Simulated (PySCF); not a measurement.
# C₅H₃AsBN: electronic excitations

Wanted: the electronic excitations of C₅H₃AsBN (`C#CC#CB([AsH2])C#N`), by calculation.

Programs: PySCF 2.14.0, with density-fitted response routines of our own. Each step states its level of theory. These are calculated values for one molecule in the gas phase, unless marked as measured. Atoms are numbered from 0 throughout.

## 1. Starting geometry

11 atoms, charge 0, multiplicity 1; geometry from: GFN2-xTB.

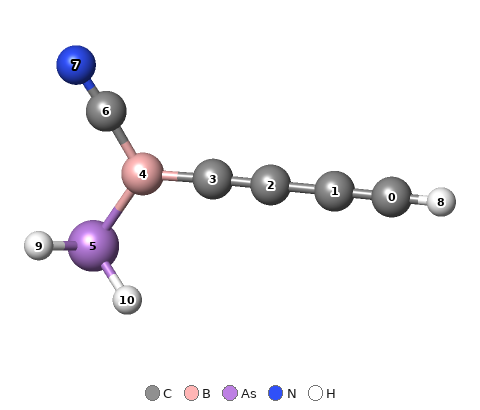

The starting geometry (carbon grey, boron pink, arsenic purple, nitrogen blue, hydrogen white), atoms numbered.

## 2. Ultraviolet spectrum: wB97X-D/def2-SVPD

What the job is given:

```
{"job": {"kind": "uv", "xc": "wB97X-D", "basis": "def2-SVPD", "nstates": 8, "ntriplets": 3}, "charge": 0, "multiplicity": 1}
C      3.387770    -1.443624    -1.509919
C      2.397453    -0.977871    -0.999901
C      1.286313    -0.455260    -0.434957
C      0.284582     0.017793     0.079900
B     -0.954297     0.565276     0.679149
As    -2.566201     1.074053    -0.428741
C     -1.011264     0.838845     2.168319
N     -1.111577     1.059243     3.292692
H      4.248735    -1.847909    -1.951520
H     -3.519583     0.309025     0.442611
H     -2.436508    -0.096980    -1.363597
```

Level: TDDFT wB97X-D/def2-SVPD, vertical, gas phase, core orbitals frozen in the response.

Command:

```console
> OMP_NUM_THREADS=1 python probes_run.py task.json out
```

One launch serves the whole session: the jobs run in the order shown.

Standard output:

```text
coarse grid: 50952 points
cycle   1  E = -2507.0970198699  dE =  5.203e-01  |g| = 4.724e-01  |ddm| = 2.361e+01
cycle   2  E = -2507.0704531481  dE =  2.657e-02  |g| = 6.446e-01  |ddm| = 2.567e+00
cycle   3  E = -2507.1581542820  dE = -8.770e-02  |g| = 9.599e-02  |ddm| = 9.931e-01
cycle   4  E = -2507.1598467052  dE = -1.692e-03  |g| = 5.146e-02  |ddm| = 6.022e-01
cycle   5  E = -2507.1604083472  dE = -5.616e-04  |g| = 1.838e-02  |ddm| = 2.546e-01
cycle   6  E = -2507.1605044883  dE = -9.614e-05  |g| = 4.162e-03  |ddm| = 8.699e-02
cycle   7  E = -2507.1605108941  dE = -6.406e-06  |g| = 1.740e-03  |ddm| = 2.127e-02
final grid: 107432 points
cycle   8  E = -2507.1607987317  dE = -1.452e-06  |g| = 2.376e-03  |ddm| = 4.179e-02
cycle   9  E = -2507.1607972090  dE =  1.523e-06  |g| = 3.529e-03  |ddm| = 1.502e-02
cycle  10  E = -2507.1608002496  dE = -3.041e-06  |g| = 2.200e-04  |ddm| = 8.020e-03
cycle  11  E = -2507.1608002790  dE = -2.939e-08  |g| = 1.403e-04  |ddm| = 1.103e-03
cycle  12  E = -2507.1608002935  dE = -1.457e-08  |g| = 8.067e-05  |ddm| = 7.525e-04
cycle  13  E = -2507.1608002978  dE = -4.269e-09  |g| = 3.205e-05  |ddm| = 3.681e-04
cycle  14  E = -2507.1608002986  dE = -7.731e-10  |g| = 1.683e-05  |ddm| = 1.111e-04
converged SCF energy = -2507.1608002986

Static polarisability (au): isotropic 124.827, principal 69.540 103.958 200.984

Singlet excitations
state   eV       nm        f      main configurations
  1   2.9723    417.1   0.00821   H->L 0.81, H-1->L 0.12
  2   3.9437    314.4   0.12975   H-1->L 0.69, H->L 0.11
  3   4.2738    290.1   0.03672   H-2->L 0.68, H-3->L 0.09, H->L+1 0.09
  4   5.0914    243.5   0.00535   H-1->L+1 0.54, H-2->L+1 0.20, H->L+1 0.09
  5   5.1224    242.0   0.05162   H-3->L 0.68
  6   5.7009    217.5   0.00587   H-5->L 0.30, H->L+2 0.16, H-4->L 0.12
  7   5.9757    207.5   0.89584   H->L+1 0.35, H-1->L+2 0.10, H-6->L 0.09
  8   6.2709    197.7   0.01132   H-5->L 0.49, H-4->L 0.18

Triplet excitations (Tamm-Dancoff, eV): 2.6918 3.0466 3.6235
```

It took 45 s on 1 thread of Arm Neoverse V2, shared host; peak memory 0.87 GiB.

The orbitals next to the gap, with their largest atomic shares:

| orbital | eV | atoms |
| --- | --- | --- |
| HOMO−3 | -11.50 | N7 28 %, As5 23 %, C6 21 % |
| HOMO−2 | -10.47 | As5 20 %, C0 15 %, C3 15 % |
| HOMO−1 | -10.01 | C3 22 %, C0 20 %, C1 17 % |
| HOMO | -9.40 | As5 33 %, C2 14 %, C3 14 % |
| LUMO | -1.94 | B4 27 %, C2 14 %, C3 13 % |
| LUMO+1 | 0.12 | C3 22 %, C0 21 %, C2 17 % |
| LUMO+2 | 1.12 | C0 17 %, C1 14 %, C3 13 % |

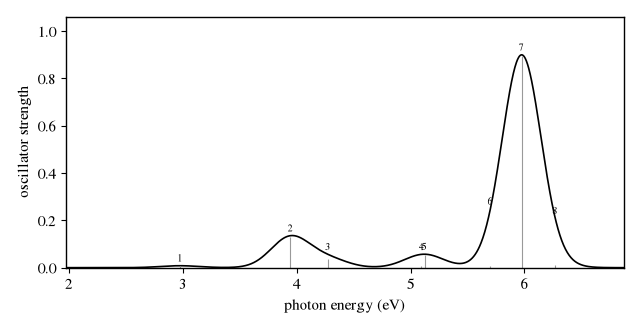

Absorption spectrum from the 8 singlet states computed; above the last one it falls off for lack of states. Lines are broadened to a width of 0.40 eV (Gaussian).

Ground-state properties from the same run:

| property | computed |
| --- | --- |
| dipole moment (D) | 4.44 |
| polarisability (Å³) | 18.50 |
| HOMO–LUMO gap (eV) | 7.46 |
| −ε(HOMO) (eV) | 9.40 |

## 3. Results

| quantity | value |
| --- | --- |
| lowest singlet (wB97X-D/def2-SVPD) | 2.97 eV (417 nm), f = 0.008 |
| brightest single state of those computed | state 7, 5.98 eV, f = 0.896 |
| lowest triplet | 2.69 eV |

The lowest singlet, at 2.97 eV, is HOMO→LUMO 0.81, HOMO−1→LUMO 0.12 and is weak; of the 8 states computed, the strongest absorption comes from state 7 at 5.98 eV. The lowest triplet lies 0.28 eV below the lowest singlet (triplets in Tamm-Dancoff, singlets in full TDDFT).
